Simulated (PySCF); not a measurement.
## Electronic structure of C$_{6}$H$_{6}$NO (SMILES C/C=C1C=C/1[N]C=O) (doublet) in real space

The calculation's input:

```
{"job": {"kind": "epr", "basis": "pcH-1"}, "charge": 0, "multiplicity": 2}
C      1.723859     0.881350     0.115459
C      1.502023    -0.584918     0.107739
C      0.281959    -1.124079    -0.080883
C     -0.610909    -2.163462    -0.330326
C     -1.174492    -0.919395    -0.110678
N     -2.169385    -0.170143     0.125906
C     -2.150207     1.188947     0.082542
O     -1.437657     1.881626    -0.607156
H      1.919460     1.225534     1.134036
H      0.852165     1.410823    -0.265081
H      2.600170     1.135201    -0.480403
H      2.348380    -1.229683     0.309295
H     -0.731611    -3.139761    -0.734754
H     -2.954433     1.607487     0.712137
```

Command:

```sh
OMP_NUM_THREADS=1 python probes_run.py task.json out
```

Geometry: GFN2-xTB.

The calculation used PySCF 2.14.0, density-fitted response routines, UKS B3LYP, pcH-1 on C H N O, non-relativistic, mean-field spin-orbit, GIAO.

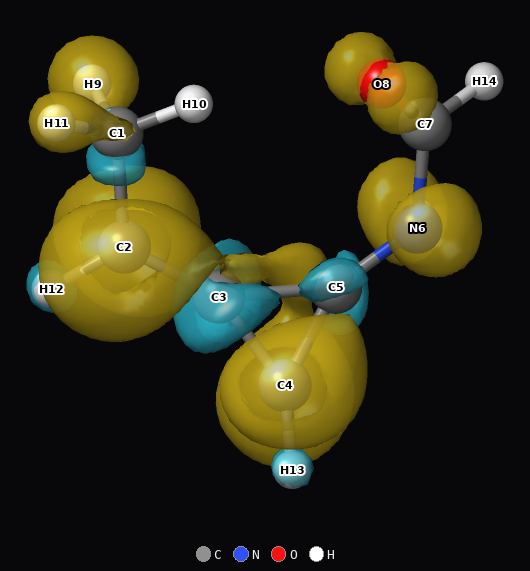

Figure 1. Isosurfaces of the spin density (α minus β) at +0.015 (yellow) and −0.015 e/Å³ (cyan), seen at a tilt.

**Describe the spin distribution.**

The unpaired spin (1 electron) lies mostly on C2 (about 0.4), C4 (about 0.3) and N6 (about 0.1), in electrons by Hirshfeld's partition.

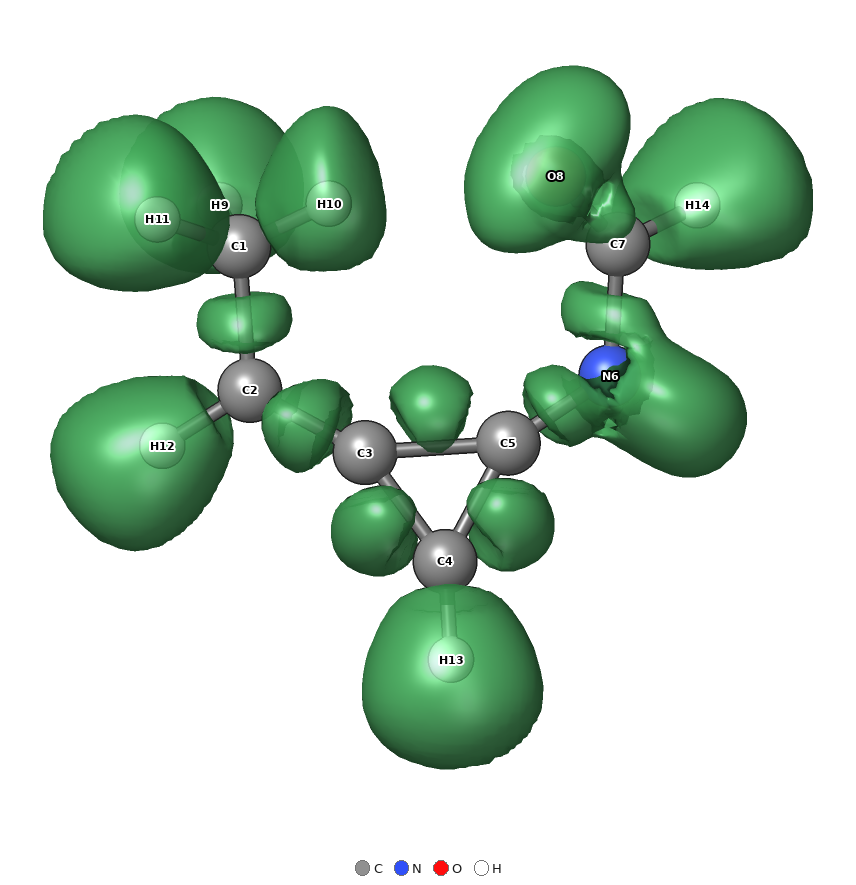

Figure 2. Isosurface of the ELF at 0.75 (green), seen across its widest extent. Only the valence region is drawn (cores and ρ < 0.01 e/Å³ removed).

**What do the ELF domains correspond to?**

At this value the surface marks out five regions between bonded C–C atoms (shared pairs), six regions around hydrogen nuclei, one region on N in which the atom's valence shell and bonds are merged and one region on O in which the atom's valence shell and bonds are merged. Profiles from the grid: C–O (1.21 Å): the ELF peaks at about 0.85 between the atoms (a multiple bond). C–N (1.27 Å): the ELF peaks at about 0.90 between the atoms: a multiple bond.

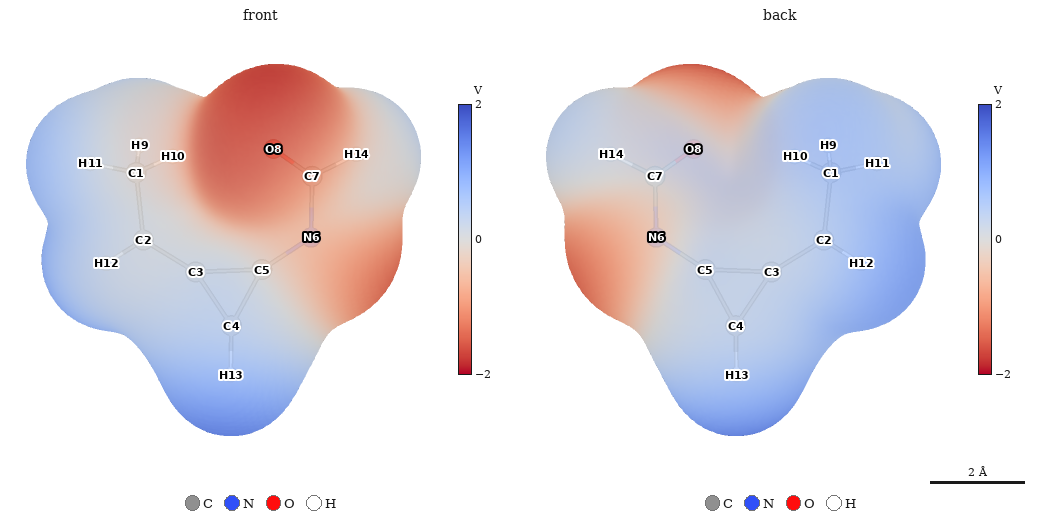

Figure 3. The electrostatic potential painted on the density surface at 0.001 e/bohr³, seen from the front and from behind; the colour scale runs from red (negative) to blue (positive).

**Describe the electrostatic potential map.**

The most negative region (about −1.7 V, or −39 kcal/mol for a unit charge) lies over O8, the most positive (about +1.4 V, or +32 kcal/mol for a unit charge) over H13. O8 is the likeliest acceptor of a hydrogen bond.

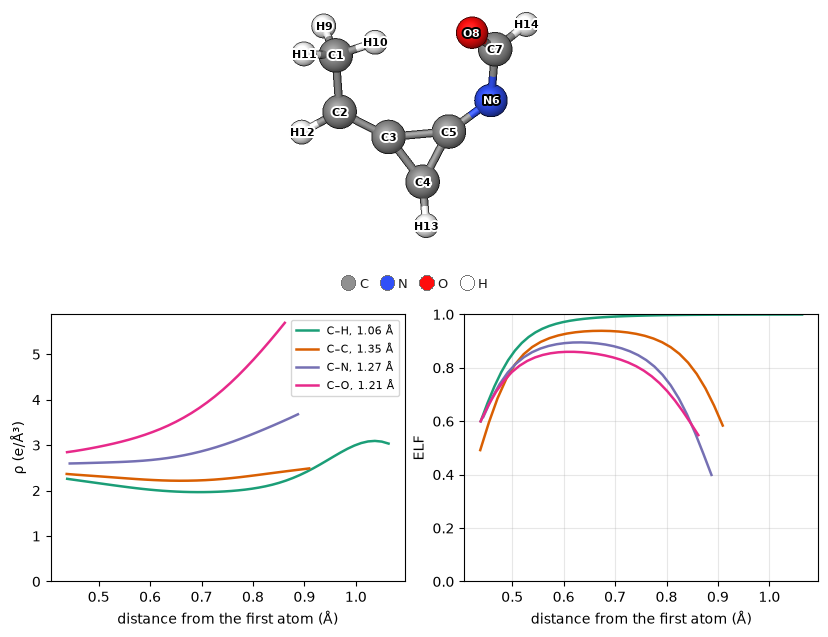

Figure 4. Electron density and ELF along straight lines between neighbouring atoms. The curves leave out the atomic cores. The structure is drawn too.

**What kind of bonding do the profiles show?**

C–H (1.06 Å): ρ is about 2.1 e/Å³ halfway; the ELF climbs to about 1 towards the hydrogen, as it does in any bond to H (an ordinary covalent bond to hydrogen).
C–C (1.35 Å): ρ is about 2.2 e/Å³ halfway; the ELF peaks at about 0.95 between the atoms; localised, covalent bonding.
C–N (1.27 Å): the density is about 2.7 e/Å³ at the midpoint; the ELF peaks at about 0.90 between the atoms; a short, multiple covalent bond.
C–O (1.21 Å): the density is about 3.3 e/Å³ at the midpoint; the ELF peaks at about 0.85 between the atoms (a short, multiple covalent bond).
